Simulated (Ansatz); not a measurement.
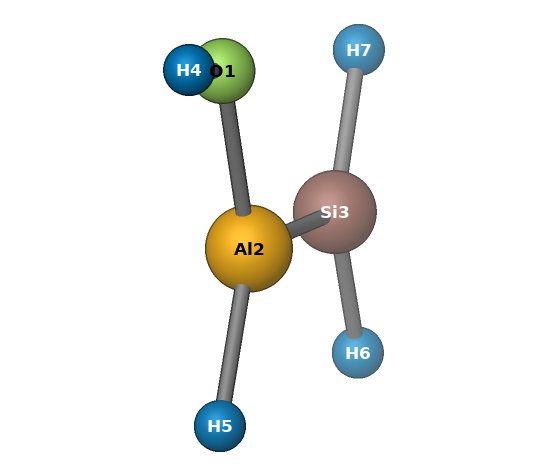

Si3 lies behind Al2. The molecule seen a little off the Al2–Si3 bond, Al2 in front. Distant atoms are faded towards the background colour. State: neutral, doublet. Computed geometry: PBE0-D4/def2-TZVP optimisation. No frequency run is at hand to confirm it as a minimum.

What is the torsion angle O1–Al2–Si3–H6? The sign is positive where the front bond must turn clockwise to cover the back bond.

−178°, antiperiplanar (anti).
